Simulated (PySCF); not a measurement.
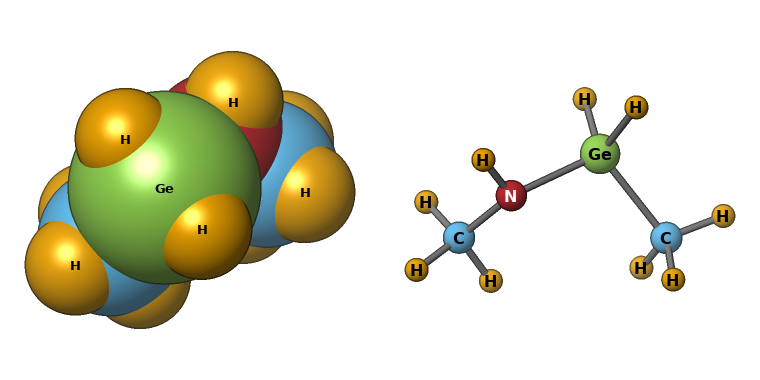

The same structure drawn twice, from different directions.

Identify the structure.

Formula C₂H₉GeN. As SMILES it reads `C[NH][GeH2][CH3]`. The point group is C1. Coordination, clear cases only: 2 C tetrahedral; 1 Ge tetrahedral.

More results for the same structure follow; atom numbers are the same in all pictures, views and colours differ. The computed structure is the end point of a PBE0-D3(BJ)/def2-SVP optimisation. No frequency run is at hand to confirm it as a minimum.

## Geometry

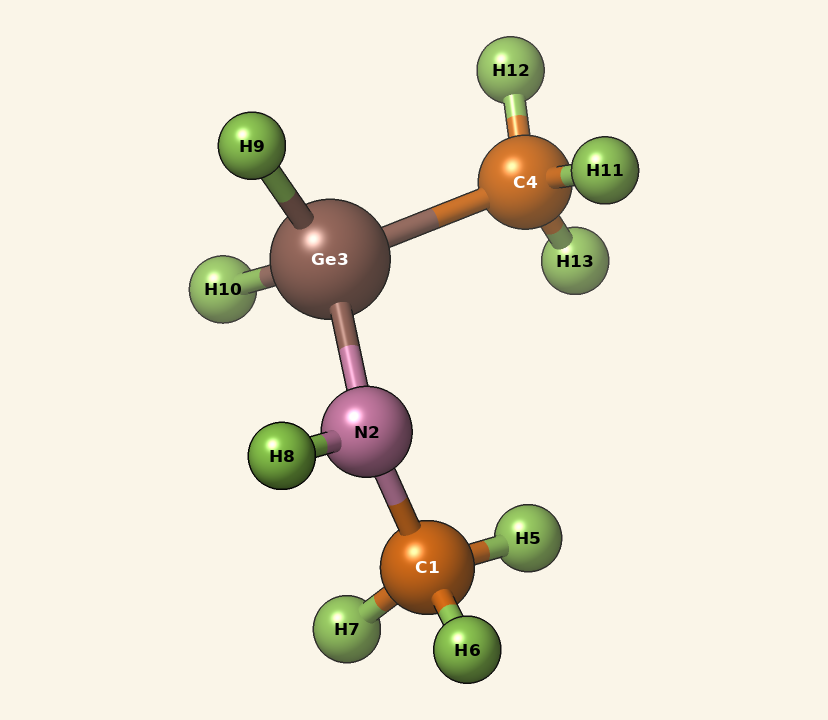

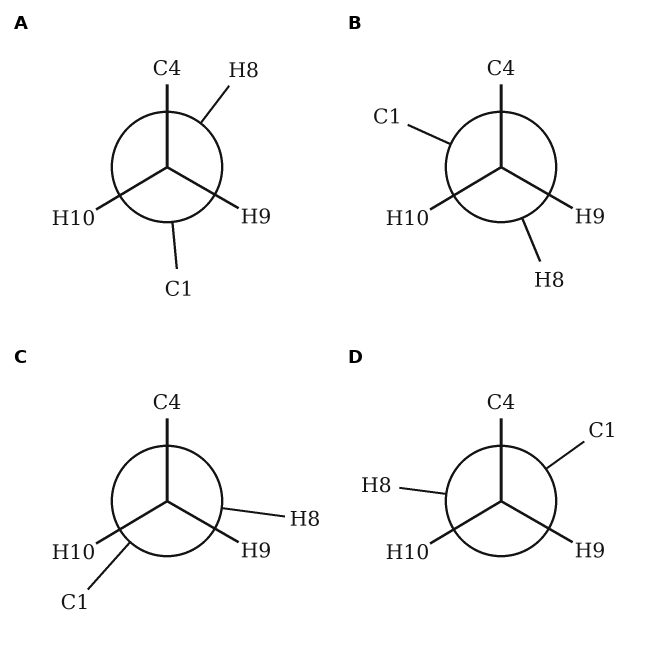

Depth is shown by fading: the farther an atom, the more it takes the colour of the background. Bonds that would overlap in a projection are set slightly apart. No frequency run is at hand to confirm it as a minimum.

Question: Which Newman projection shows the view along Ge3–N2, with Ge3 in front?

Answer: B. The torsion angle C4–Ge3–N2–C1 is −66°, synclinal (gauche).

## Excitation

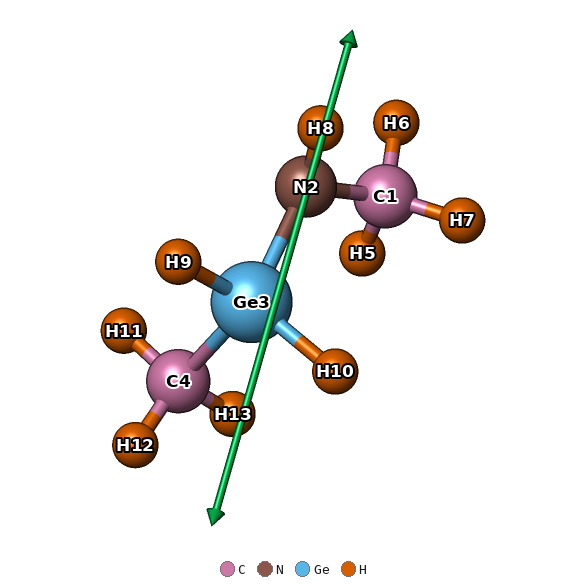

The double arrow shows the direction of the transition dipole to excited singlet state 2 (its length means nothing). No frequency run is at hand to confirm it as a minimum. Method: TDDFT PBE0/def2-TZVPD, vertical, gas phase, core orbitals frozen in the response (PySCF 2.14.0).

Question: Give its energy, strength and character.

Answer: 5.90 eV (210 nm), oscillator strength 0.021, mainly HOMO → LUMO+1 (weight 0.61); transition dipole 0.98 D.

## Core levels

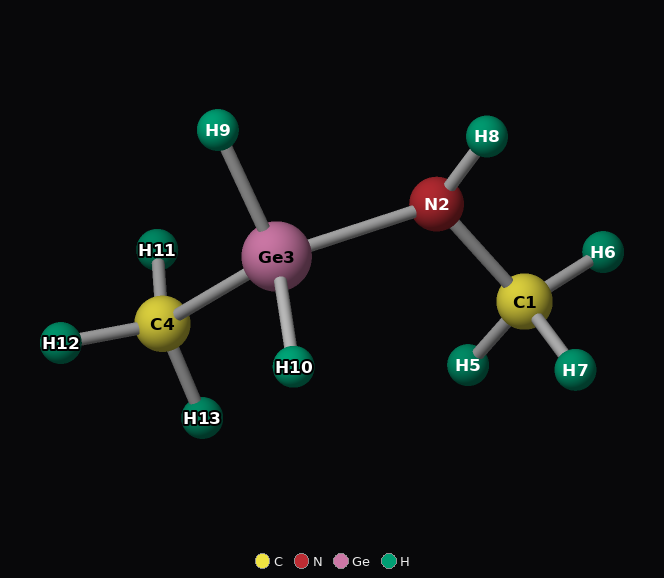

No frequency run is at hand to confirm it as a minimum. Method: delta-SCF UKS SCAN, pcX-2 on the ionised atom, pcseg-1 elsewhere, non-relativistic (PySCF 2.14.0).

Give the core-electron binding energies (to vacuum) of C1 1s, N2 1s, C4 1s.

```json
{"atom": "C1", "level": "1s", "binding energy (eV)": "291.3"}
{"atom": "N2", "level": "1s", "binding energy (eV)": "403.8"}
{"atom": "C4", "level": "1s", "binding energy (eV)": "290.1"}
```

## Polarisability

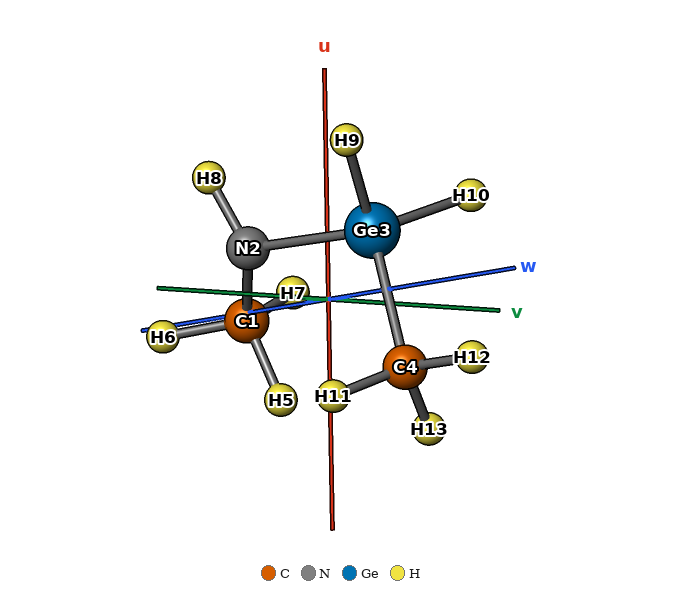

The lines u, v and w are the principal axes of the static dipole polarisability. No frequency run is at hand to confirm it as a minimum. Computed with PBE0/def2-TZVPD (PySCF 2.14.0).

Question: Along which axis is the molecule most polarisable, and along which least?

Answer: Most along w (close to the long direction C1···C4), least along v.

Question: Give the three principal values.

Answer: u 67.2, v 61.7, w 74.0 bohr³; mean 67.6, anisotropy 10.6 bohr³.
